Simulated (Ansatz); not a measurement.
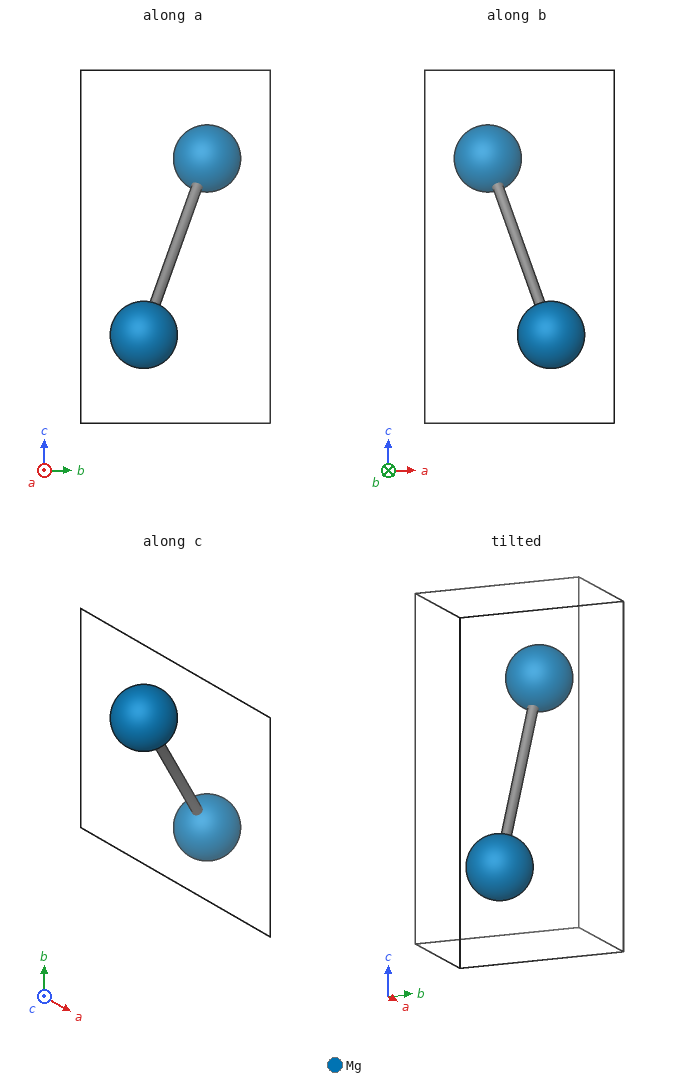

The figure gives a ball-and-stick picture of the atoms, viewed along the a axis, along the b axis, along the c axis and slightly off an axis. The wireframe shows the conventional unit cell.

Lattice parameters: a = 3.184 Å, b = 3.184 Å, c = 5.127 Å, α = 90.00°, β = 90.00°, γ = 120.00°.

Question: Express the structure as a table of Wyckoff sites.

Answer: Space group P6_3/mmc (No. 194).
```tsv
atom	site	x	y	z
Mg	2d	0.3333	0.6667	0.7500
```

It derives from the standard structure of this element. Earlier steps of the study may have refined or changed the cell and positions. It went into a calculation with Ansatz.
